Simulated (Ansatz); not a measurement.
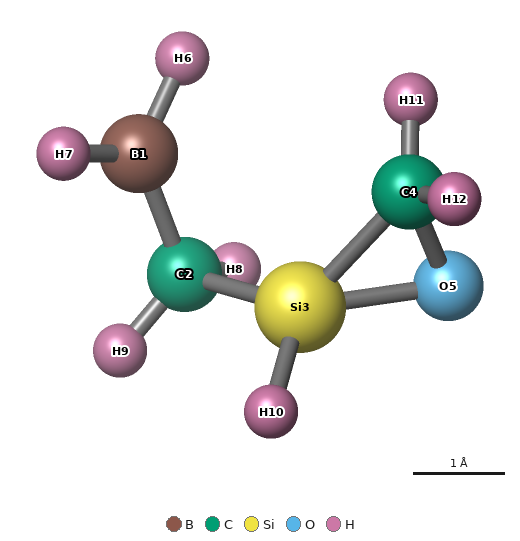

**Figure 1.** The structure as given in the input (ball-and-stick view, seen at a tilt; atoms are numbered from 1 in the order of the input).

Run report: C₂H₇BOSi, nudged elastic band (part 1 of 2)

- system: C₂H₇BOSi
- method: RKS BLYP-D4/def2-SVP (Ansatz 0.2.0)

It belongs to a series of runs on one base structure; here: band between the two ends. Figures and captions count atoms from 1; the log counts them from 0 in places.

The input:
```yaml
crystal:
  periodic: [false, false, false]
  atoms:
    - { symbol: B, position_ang: [-0.763621, 1.496231, 0.332173] }
    - { symbol: C, position_ang: [-0.100406, 0.540757, 1.359137] }
    - { symbol: Si, position_ang: [0.854031, -0.50931, 0.090767] }
    - { symbol: C, position_ang: [0.03616, -1.19671, -1.417753] }
    - { symbol: O, position_ang: [0.245982, -2.07484, -0.231868] }
    - { symbol: H, position_ang: [-1.864415, 1.259129, -0.117427] }
    - { symbol: H, position_ang: [-0.150366, 2.453838, -0.095726] }
    - { symbol: H, position_ang: [-0.773891, -0.146956, 1.905991] }
    - { symbol: H, position_ang: [0.661861, 0.989642, 2.026161] }
    - { symbol: H, position_ang: [2.334341, -0.348891, 0.130834] }
    - { symbol: H, position_ang: [-1.031431, -1.016665, -1.645827] }
    - { symbol: H, position_ang: [0.628755, -1.501424, -2.302362] }
basis:
  gaussian: { orbitals: def2-SVP }
hamiltonian:
  xc: blyp
  dispersion: d4
neb:
  order_check: false
  images: 9
  f_tol: 0.05
  max_iterations: 60
  initial_path: idpp
  optimiser: fire
  climbing: true
  final_atoms:
    - { symbol: B, position_ang: [-0.76931221, 1.49616728, 0.33359856] }
    - { symbol: C, position_ang: [-0.09681148, 0.54266514, 1.3565888] }
    - { symbol: Si, position_ang: [0.85588173, -0.51151846, 0.09098081] }
    - { symbol: C, position_ang: [0.03928978, -1.19540414, -1.41989099] }
    - { symbol: O, position_ang: [0.24111692, -2.07478685, -0.23180009] }
    - { symbol: H, position_ang: [-0.16392936, 2.45920122, -0.094759] }
    - { symbol: H, position_ang: [-1.87018865, 1.2527117, -0.11278355] }
    - { symbol: H, position_ang: [-0.76673456, -0.14535299, 1.90778955] }
    - { symbol: H, position_ang: [0.6657952, 0.99550153, 2.02059539] }
    - { symbol: H, position_ang: [2.33699105, -0.35864989, 0.1365663] }
    - { symbol: H, position_ang: [-1.02701897, -1.01060108, -1.65016634] }
    - { symbol: H, position_ang: [0.63192055, -1.50513246, -2.30261942] }
```

Run on 2 threads of Arm Neoverse V1, 24 GiB of memory available, shared host.

Launch command:
```bash
ansatz run input.yaml --threads 2 --pin off --max-ram 3072MiB --backend cpu --events-out ev --progress --plain --runs-dir out
```

The program's output:
```
Engine: ansatz 0.2.0, aarch64-unknown-linux-gnu
Functional definition: BLYP
  parameter beta = 0.0042
  parameter a = 0.04918
  parameter b = 0.132
  parameter c = 0.2533
  parameter d = 0.349
  exchange = b88_x(beta = beta)
  correlation = lyp_c(a = a, b = b, c = c, d = d)
1215 factors; their error is unknown
mean field evaluation 1: about -12765.8569 eV, gradient 7.5e1 eV
mean field evaluation 2: about -12714.3289 eV, gradient 1.6e2 eV
mean field evaluation 4: about -12779.2174 eV, gradient 1.3e1 eV
mean field evaluation 8: about -12779.5714 eV, gradient 1.5e-1 eV
mean field evaluation 16: about -12779.5081 eV, gradient 1.1e-3 eV
mean field -12779.50805513 eV, -469.6382587643 hartree, gradient 4.1e-5 eV, S^2 0.000000; 0 other end points of the search recorded, 0 dependent functions left out
the calculation of the forces begins
reference -12779.50840462 eV, -469.6382716079 hartree; 23, 23 occupied and 86, 86 virtual orbitals, 1215 factors
1215 factors; their error is unknown
mean field evaluation 32: about -12779.5083 eV, gradient 3.2e-2 eV
mean field -12779.50833722 eV, -469.6382691311 hartree, gradient 4.1e-5 eV, S^2 0.000000; 0 other end points of the search recorded, 0 dependent functions left out
[... from here on the field's lines of each further geometry are left out, up to the last ...]
NEB iter   1: max|band force component| = 2.555e0 eV/Å  barrier→ = 1.0942 eV  barrier← = 1.0942 eV  Δτ_max = 0.0485 Å  (319 SCF iters)
NEB iter   2: max|band force component| = 1.111e0 eV/Å  barrier→ = 0.8465 eV  barrier← = 0.8465 eV  Δτ_max = 0.0683 Å  (281 SCF iters)
NEB iter   3: max|band force component| = 1.562e0 eV/Å  barrier→ = 0.6889 eV  barrier← = 0.6889 eV  Δτ_max = 0.0654 Å  (276 SCF iters)
NEB iter   4: max|band force component| = 1.301e0 eV/Å  barrier→ = 0.5595 eV  barrier← = 0.5595 eV  Δτ_max = 0.0848 Å  (279 SCF iters)
NEB iter   5: max|band force component| = 8.373e-1 eV/Å  barrier→ = 0.4435 eV  barrier← = 0.4436 eV  Δτ_max = 0.0158 Å  (282 SCF iters)
NEB iter   6: max|band force component| = 5.153e-1 eV/Å  barrier→ = 0.4065 eV  barrier← = 0.4065 eV  Δτ_max = 0.0248 Å  (285 SCF iters)
NEB iter   7: max|band force component| = 3.071e-1 eV/Å  barrier→ = 0.3736 eV  barrier← = 0.3736 eV  CI = image 5  Δτ_max = 0.0226 Å  (288 SCF iters)
NEB iter   8: max|band force component| = 4.784e-1 eV/Å  barrier→ = 0.3696 eV  barrier← = 0.3696 eV  CI = image 5  Δτ_max = 0.0019 Å  (288 SCF iters)
NEB iter   9: max|band force component| = 4.212e-1 eV/Å  barrier→ = 0.3665 eV  barrier← = 0.3666 eV  CI = image 5  Δτ_max = 0.0036 Å  (212 SCF iters)
NEB iter  10: max|band force component| = 3.161e-1 eV/Å  barrier→ = 0.3614 eV  barrier← = 0.3615 eV  CI = image 5  Δτ_max = 0.0047 Å  (220 SCF iters)
NEB iter  11: max|band force component| = 2.512e-1 eV/Å  barrier→ = 0.3557 eV  barrier← = 0.3558 eV  CI = image 5  Δτ_max = 0.0054 Å  (253 SCF iters)
NEB iter  12: max|band force component| = 2.614e-1 eV/Å  barrier→ = 0.3507 eV  barrier← = 0.3508 eV  CI = image 5  Δτ_max = 0.0061 Å  (260 SCF iters)
NEB iter  13: max|band force component| = 2.633e-1 eV/Å  barrier→ = 0.3471 eV  barrier← = 0.3471 eV  CI = image 5  Δτ_max = 0.0063 Å  (258 SCF iters)
NEB iter  14: max|band force component| = 2.549e-1 eV/Å  barrier→ = 0.3444 eV  barrier← = 0.3445 eV  CI = image 5  Δτ_max = 0.0082 Å  (238 SCF iters)
NEB iter  15: max|band force component| = 2.354e-1 eV/Å  barrier→ = 0.3416 eV  barrier← = 0.3417 eV  CI = image 5  Δτ_max = 0.0104 Å  (250 SCF iters)
NEB iter  16: max|band force component| = 2.189e-1 eV/Å  barrier→ = 0.3377 eV  barrier← = 0.3378 eV  CI = image 5  Δτ_max = 0.0126 Å  (252 SCF iters)
NEB iter  17: max|band force component| = 2.043e-1 eV/Å  barrier→ = 0.3321 eV  barrier← = 0.3322 eV  CI = image 5  Δτ_max = 0.0148 Å  (278 SCF iters)
NEB iter  18: max|band force component| = 1.735e-1 eV/Å  barrier→ = 0.3255 eV  barrier← = 0.3255 eV  CI = image 5  Δτ_max = 0.0171 Å  (276 SCF iters)
NEB iter  19: max|band force component| = 1.462e-1 eV/Å  barrier→ = 0.3197 eV  barrier← = 0.3198 eV  CI = image 5  Δτ_max = 0.0202 Å  (276 SCF iters)
NEB iter  20: max|band force component| = 1.615e-1 eV/Å  barrier→ = 0.3164 eV  barrier← = 0.3165 eV  CI = image 5  Δτ_max = 0.0240 Å  (280 SCF iters)
NEB iter  21: max|band force component| = 1.869e-1 eV/Å  barrier→ = 0.3131 eV  barrier← = 0.3132 eV  CI = image 5  Δτ_max = 0.0276 Å  (288 SCF iters)
NEB iter  22: max|band force component| = 1.680e-1 eV/Å  barrier→ = 0.3075 eV  barrier← = 0.3076 eV  CI = image 5  Δτ_max = 0.0307 Å  (287 SCF iters)
NEB iter  23: max|band force component| = 1.132e-1 eV/Å  barrier→ = 0.3029 eV  barrier← = 0.3030 eV  CI = image 5  Δτ_max = 0.0325 Å  (285 SCF iters)
NEB iter  24: max|band force component| = 1.529e-1 eV/Å  barrier→ = 0.2998 eV  barrier← = 0.2999 eV  CI = image 5  Δτ_max = 0.0341 Å  (285 SCF iters)
NEB iter  25: max|band force component| = 1.546e-1 eV/Å  barrier→ = 0.2937 eV  barrier← = 0.2937 eV  CI = image 5  Δτ_max = 0.0379 Å  (283 SCF iters)
NEB iter  26: max|band force component| = 1.610e-1 eV/Å  barrier→ = 0.2895 eV  barrier← = 0.2895 eV  CI = image 5  Δτ_max = 0.0073 Å  (281 SCF iters)
NEB iter  27: max|band force component| = 9.874e-2 eV/Å  barrier→ = 0.2877 eV  barrier← = 0.2878 eV  CI = image 5  Δτ_max = 0.0044 Å  (268 SCF iters)
NEB iter  28: max|band force component| = 1.328e-1 eV/Å  barrier→ = 0.2870 eV  barrier← = 0.2871 eV  CI = image 5  Δτ_max = 0.0013 Å  (267 SCF iters)
NEB iter  29: max|band force component| = 6.389e-2 eV/Å  barrier→ = 0.2868 eV  barrier← = 0.2869 eV  CI = image 5  Δτ_max = 0.0018 Å  (208 SCF iters)
NEB iter  30: max|band force component| = 6.882e-2 eV/Å  barrier→ = 0.2865 eV  barrier← = 0.2866 eV  CI = image 5  Δτ_max = 0.0007 Å  (214 SCF iters)
NEB iter  31: max|band force component| = 6.723e-2 eV/Å  barrier→ = 0.2864 eV  barrier← = 0.2864 eV  CI = image 5  Δτ_max = 0.0012 Å  (191 SCF iters)
NEB iter  32: max|band force component| = 6.472e-2 eV/Å  barrier→ = 0.2861 eV  barrier← = 0.2862 eV  CI = image 5  Δτ_max = 0.0018 Å  (205 SCF iters)
NEB iter  33: max|band force component| = 6.247e-2 eV/Å  barrier→ = 0.2858 eV  barrier← = 0.2858 eV  CI = image 5  Δτ_max = 0.0024 Å  (211 SCF iters)
NEB iter  34: max|band force component| = 6.138e-2 eV/Å  barrier→ = 0.2854 eV  barrier← = 0.2854 eV  CI = image 5  Δτ_max = 0.0029 Å  (212 SCF iters)
NEB iter  35: max|band force component| = 6.138e-2 eV/Å  barrier→ = 0.2849 eV  barrier← = 0.2849 eV  CI = image 5  Δτ_max = 0.0035 Å  (213 SCF iters)
NEB iter  36: max|band force component| = 6.120e-2 eV/Å  barrier→ = 0.2844 eV  barrier← = 0.2845 eV  CI = image 5  Δτ_max = 0.0045 Å  (214 SCF iters)
NEB iter  37: max|band force component| = 5.948e-2 eV/Å  barrier→ = 0.2839 eV  barrier← = 0.2839 eV  CI = image 5  Δτ_max = 0.0058 Å  (217 SCF iters)
NEB iter  38: max|band force component| = 5.647e-2 eV/Å  barrier→ = 0.2833 eV  barrier← = 0.2833 eV  CI = image 5  Δτ_max = 0.0072 Å  (216 SCF iters)
NEB iter  39: max|band force component| = 5.168e-2 eV/Å  barrier→ = 0.2826 eV  barrier← = 0.2827 eV  CI = image 5  Δτ_max = 0.0092 Å  (216 SCF iters)
the calculation of the forces begins
reference -12779.48734781 eV, -469.6374977844 hartree; 23, 23 occupied and 86, 86 virtual orbitals, 1215 factors
1215 factors; their error is unknown
mean field -12779.24347948 eV, -469.6285357886 hartree, gradient 1.3e-5 eV, S^2 0.000000; 1 other end points of the search recorded, 0 dependent functions left out
the calculation of the forces begins
reference -12779.24383356 eV, -469.6285488009 hartree; 23, 23 occupied and 86, 86 virtual orbitals, 1215 factors
NEB iter  40: max|band force component| = 4.680e-2 eV/Å  barrier→ = 0.2820 eV  barrier← = 0.2820 eV  CI = image 5  Δτ_max = 0.0000 Å  (526 SCF iters)
```

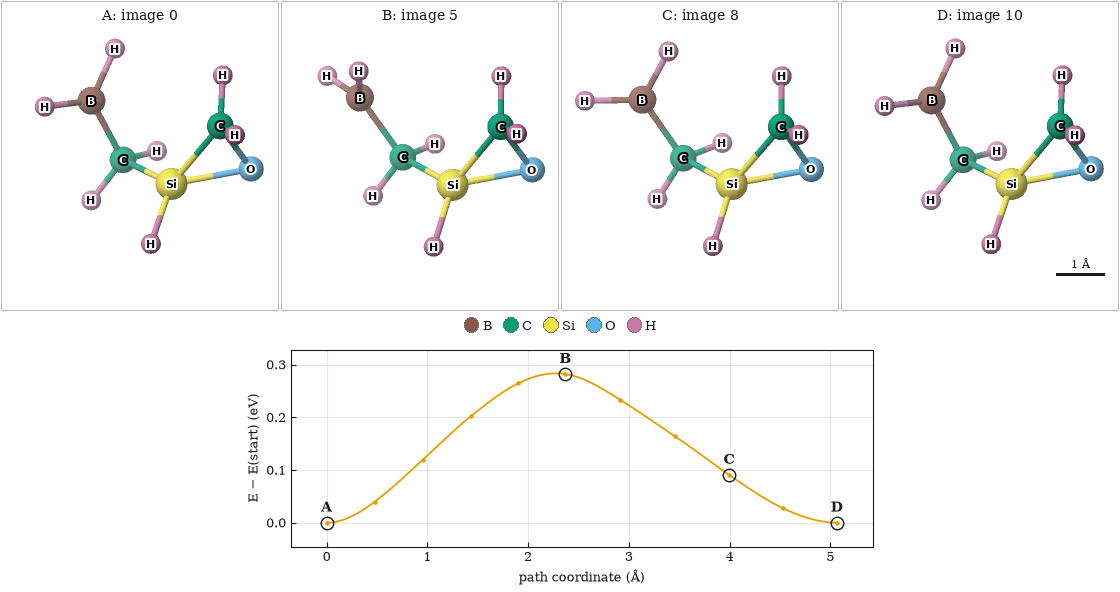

**Figure 2.** Images of the last band (counted from 0; ball-and-stick, seen at a tilt) above the energy along the path; the line is a cubic interpolation that uses the forces. The highest image is number 5, 0.282 eV above the start and 0.282 eV above the end (the climbing image); start and end have the same energy. The path is 5.06 Å long. The band converged in 40 iterations.

```
Total energy: -12779.76582324 eV, -469.6477315676 hartree
Atom 0 at    -1.086256     1.540307     0.417426 Å, force    -0.006686     0.013099     0.008193 eV/Å
Atom 1 at    -0.300923     0.398857     1.165953 Å, force     0.000786     0.006792    -0.006110 eV/Å
Atom 2 at     0.984651    -0.516912     0.141593 Å, force    -0.000129     0.002833    -0.013930 eV/Å
Atom 3 at     0.520068    -1.152703    -1.515432 Å, force     0.011949    -0.011061     0.003587 eV/Å
Atom 4 at     0.599351    -2.110281    -0.359743 Å, force    -0.003328     0.009290     0.004914 eV/Å
Atom 5 at    -1.953680     2.160182     1.000058 Å, force     0.005304     0.014118     0.029173 eV/Å
Atom 6 at    -0.864686     1.819860    -0.744148 Å, force    -0.031340     0.019685     0.007037 eV/Å
Atom 7 at    -1.074677    -0.335496     1.502291 Å, force    -0.003435     0.004269    -0.010381 eV/Å
Atom 8 at     0.103544     0.799328     2.124318 Å, force    -0.011554    -0.010783     0.010225 eV/Å
Atom 9 at     2.409933    -0.269412     0.518010 Å, force     0.007123     0.000114    -0.008510 eV/Å
Atom 10 at    -0.512734    -1.024664    -1.898567 Å, force     0.016529    -0.008448    -0.020291 eV/Å
Atom 11 at     1.252409    -1.364265    -2.317659 Å, force     0.014780    -0.039907    -0.003907 eV/Å
Dipole moment:    -0.006668     0.360043     0.182341 e Å
this run last wrote the band of iteration 40 to [file]
```
